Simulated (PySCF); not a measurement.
Consider C6H4F4 (SMILES C=C/C(=C/F)C(F)=C(F)F).

```
atom    x (Å)    y (Å)    z (Å)
   C   1.8858  -1.2877  -0.1584
   C   1.2960  -0.4204   0.6730
   C   0.0799   0.3475   0.4004
   C  -0.4303   1.1158   1.3809
   F  -1.5086   1.8620   1.2258
   C  -0.5628   0.2789  -0.9152
   F   0.2318   0.3819  -1.9890
   C  -1.8679   0.0959  -1.1381
   F  -2.3996   0.0545  -2.3306
   F  -2.7564  -0.0669  -0.1941
   H   1.5013  -1.4814  -1.1618
   H   2.7883  -1.8213   0.1465
   H   1.7367  -0.2518   1.6621
   H  -0.0039   1.1770   2.3863
```

Geometry: PBE0-D3(BJ)/def2-SVP.

These are results of wB97X-D/def2-SVPD, SCF density, gas phase in PySCF, not measurements.

**What will maps of the electron density and electron localisation function show?**

C–F (1.32 Å): the density is about 2.4 e/Å³ at the midpoint; the ELF peaks at about 0.85 between the atoms, as expected for a shared but strongly polarised pair.
C–C (1.34 Å): ρ is about 2.3 e/Å³ halfway; the ELF peaks at about 0.95 between the atoms (a short, multiple covalent bond).
C–H (1.09 Å): ρ at the midpoint is about 2 e/Å³; the ELF climbs to about 1 towards the hydrogen, as it does in any bond to H; an ordinary covalent bond to hydrogen.
C–C (1.46 Å): ρ is about 1.8 e/Å³ halfway; the ELF peaks at about 0.95 between the atoms (a covalent bond).

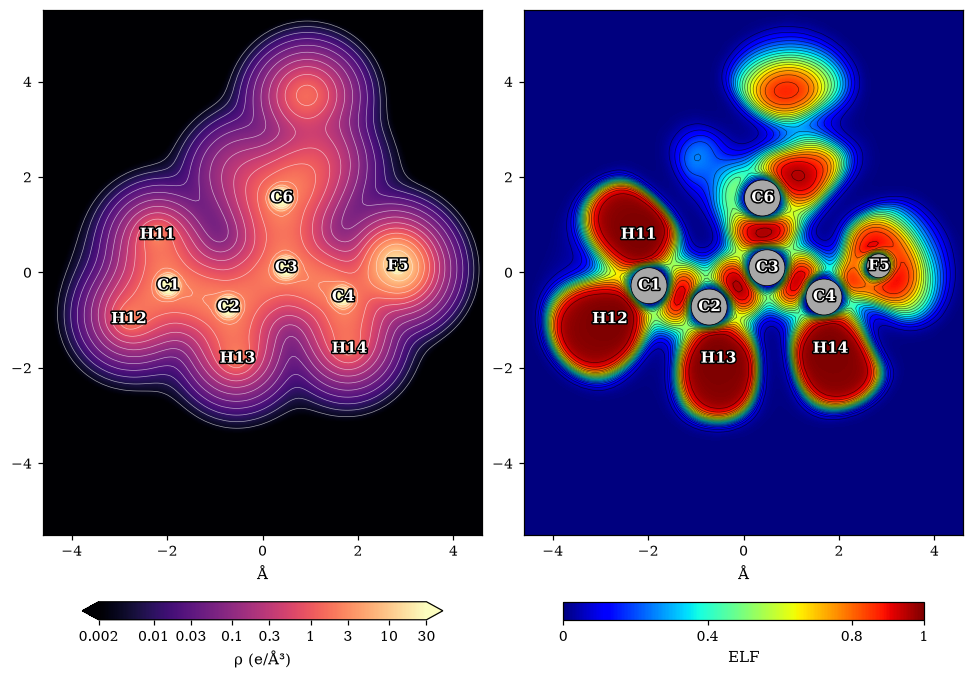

Computed electron density and electron localisation function on the plane of atoms C2, C1 and H11, in this order. Grey discs cover the atomic cores in the ELF map. 
